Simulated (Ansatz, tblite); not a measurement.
**The cluster Ge₂₄PH₃₄: one state, many levels**

How do method and basis change the picture of the cluster Ge₂₄PH₃₄ (doublet)?

The runs use Ansatz 0.2.0, Gaussian basis; as each input shows.

The runs, in order: GFN1-xTB, GFN2-xTB, PBE-D4/def2-SVP, r2SCAN-D4/def2-SVP, B3LYP-D4/def2-SVP, r2SCAN-D4/def2-mTZVP, HF/STO-3G, HF/6-31G, B3LYP-D4/6-31G.

1 further run of the same task is left out (set aside as unsound or not needed). Runs told in other sessions of the task aren't counted.

## Step 1: The geometry

The doublet was relaxed beforehand with PBE-D4/def2-SVP.

59 atoms, charge 0, spin multiplicity 2.

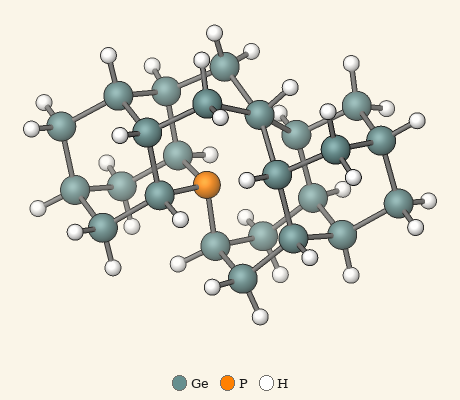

The structure; germanium teal, phosphorus orange, hydrogen white.

PBE0-D4/def2-SVP was run before; its log isn't repeated, and its numbers join the tables.

## Step 2: GFN1-xTB

Tight binding, by tblite at 300 K electronic temperature and without a spin-polarisation term:

```python
tblite.interface.Calculator('GFN1-xTB', numbers, positions, charge=0, uhf=1).singlepoint()
```

Energy -1669.0244 eV; 0.95 s.

## Step 3: GFN2-xTB

Tight binding, by tblite at 300 K electronic temperature and without a spin-polarisation term:

```python
tblite.interface.Calculator('GFN2-xTB', numbers, positions, charge=0, uhf=1).singlepoint()
```

Energy -1807.1936 eV; 1.2 s.

## Step 4: PBE-D4/def2-SVP

start.molden holds the orbitals of an earlier run on this state, given as this run's starting guess.

in.yaml

```yaml
crystal:
  periodic: [false, false, false]
  atoms:
    - {symbol: Ge, position_ang: [-2.169794, -2.153230, -0.483232]}
    - {symbol: Ge, position_ang: [-2.137794, -2.158469, 4.885932]}
    - {symbol: Ge, position_ang: [-1.910949, 0.811350, -3.048189]}
    - {symbol: Ge, position_ang: [-2.168028, 0.512178, 1.970783]}
    - {symbol: Ge, position_ang: [0.803796, -1.907453, -3.034855]}
    - {symbol: Ge, position_ang: [0.512555, -2.151680, 1.951770]}
    - {symbol: Ge, position_ang: [0.808229, 0.796141, -6.022933]}
    - {symbol: Ge, position_ang: [0.745510, 3.671327, -3.327728]}
    - {symbol: Ge, position_ang: [3.668033, 0.744453, -3.312837]}
    - {symbol: Ge, position_ang: [0.717046, 3.209326, 1.543833]}
    - {symbol: Ge, position_ang: [3.220037, 0.729696, 1.539256]}
    - {symbol: Ge, position_ang: [0.710222, 0.701743, 4.645908]}
    - {symbol: Ge, position_ang: [-3.494963, -0.645916, -1.876322]}
    - {symbol: Ge, position_ang: [-0.662373, -3.486786, -1.867703]}
    - {symbol: Ge, position_ang: [-0.577532, -0.579470, -4.548324]}
    - {symbol: Ge, position_ang: [-3.593541, -0.830914, 3.441165]}
    - {symbol: Ge, position_ang: [-0.813158, -3.595262, 3.419643]}
    - {symbol: P, position_ang: [-0.693612, -0.674712, 0.579724]}
    - {symbol: Ge, position_ang: [-0.654844, -0.671608, 6.147850]}
    - {symbol: Ge, position_ang: [-0.432475, 2.246974, -1.698445]}
    - {symbol: Ge, position_ang: [-0.703900, 2.056828, 3.175226]}
    - {symbol: Ge, position_ang: [2.237079, -0.427181, -1.684581]}
    - {symbol: Ge, position_ang: [2.064138, -0.699279, 3.161863]}
    - {symbol: Ge, position_ang: [2.235864, 2.230163, -4.642628]}
    - {symbol: Ge, position_ang: [1.649368, 1.657038, -0.282632]}
    - {symbol: H, position_ang: [-3.016811, -2.993452, 0.523379]}
    - {symbol: H, position_ang: [-2.982963, -3.016577, 5.878533]}
    - {symbol: H, position_ang: [-2.740953, 1.840520, -3.887789]}
    - {symbol: H, position_ang: [-3.042794, 1.308717, 0.951717]}
    - {symbol: H, position_ang: [1.838357, -2.741259, -3.864414]}
    - {symbol: H, position_ang: [1.303757, -3.015642, 0.919525]}
    - {symbol: H, position_ang: [-0.113847, 1.651031, -6.942190]}
    - {symbol: H, position_ang: [1.667899, -0.131596, -6.931889]}
    - {symbol: H, position_ang: [-0.245263, 4.364149, -4.315602]}
    - {symbol: H, position_ang: [1.557583, 4.783411, -2.601426]}
    - {symbol: H, position_ang: [4.364847, -0.251902, -4.292145]}
    - {symbol: H, position_ang: [4.777296, 1.557838, -2.584107]}
    - {symbol: H, position_ang: [-0.038117, 4.408267, 0.892348]}
    - {symbol: H, position_ang: [1.957777, 3.789698, 2.292311]}
    - {symbol: H, position_ang: [4.421055, -0.022567, 0.887577]}
    - {symbol: H, position_ang: [3.796785, 1.970331, 2.291614]}
    - {symbol: H, position_ang: [1.639866, 1.632679, 5.485725]}
    - {symbol: H, position_ang: [-4.295761, -1.457858, -2.937512]}
    - {symbol: H, position_ang: [-4.513503, 0.155089, -1.015952]}
    - {symbol: H, position_ang: [-1.474035, -4.283681, -2.931594]}
    - {symbol: H, position_ang: [0.130784, -4.508872, -1.004477]}
    - {symbol: H, position_ang: [-1.519876, -1.525699, -5.357193]}
    - {symbol: H, position_ang: [-4.520341, -1.755331, 2.599685]}
    - {symbol: H, position_ang: [-4.496337, 0.122153, 4.279525]}
    - {symbol: H, position_ang: [-1.739919, -4.519242, 2.577518]}
    - {symbol: H, position_ang: [0.149792, -4.500766, 4.243641]}
    - {symbol: H, position_ang: [-1.512542, 0.251170, 7.064354]}
    - {symbol: H, position_ang: [0.270002, -1.524534, 7.066597]}
    - {symbol: H, position_ang: [-1.380616, 3.123321, -0.811956]}
    - {symbol: H, position_ang: [-1.551759, 3.072484, 4.004340]}
    - {symbol: H, position_ang: [3.110060, -1.373845, -0.793494]}
    - {symbol: H, position_ang: [3.074398, -1.560711, 3.984028]}
    - {symbol: H, position_ang: [3.120484, 3.105792, -5.585881]}
    - {symbol: H, position_ang: [2.660981, 2.670028, -0.950539]}
basis:
  gaussian: {orbitals: def2-SVP, fitting: {mean_field: def2-universal-jkfit}, initial_orbitals: start.molden}
magnetization: {spin_polarized: true, initial_magnetization: 1}
hamiltonian: {xc: pbe, dispersion: d4}
scf: {omitted_lower_state_checks: [starts]}
output: {orbitals: {seedname: orbitals}}
```

Started as:

```console
$ ansatz run in.yaml --threads 11 --pin off --events-out ev --progress --plain --max-ram 174080MiB --backend cuda --devices 0, --max-vram 75GiB
```

The runs that follow: r2SCAN-D4/def2-SVP; B3LYP-D4/def2-SVP; r2SCAN-D4/def2-mTZVP; HF/STO-3G; HF/6-31G; B3LYP-D4/6-31G.

Before running them: what should the planned runs give, taken together? Wanted: gap in def2-SVP, named functionals, smallest and largest; binding an atom, functionals in def2-SVP; ⟨S²⟩ in def2-SVP, named functionals, smallest and largest.

**Answer**, as computed:

```
                                                 quantity                                   value
 gap in def2-SVP, named functionals, smallest and largest     0.32 eV (PBE-D4), 1.60 eV (PBE0-D4)
                 binding an atom, functionals in def2-SVP  2.85 (B3LYP-D4) to 2.91 eV (r2SCAN-D4)
⟨S²⟩ in def2-SVP, named functionals, smallest and largest                            0.752, 0.759
```

**Reading.** Over the named functionals in def2-SVP the gap runs from 0.32 eV (PBE-D4) to 1.60 eV (PBE0-D4); exact exchange widens it. Over the named functionals in def2-SVP spin contamination reaches 0.01 (r2SCAN-D4), which is small.
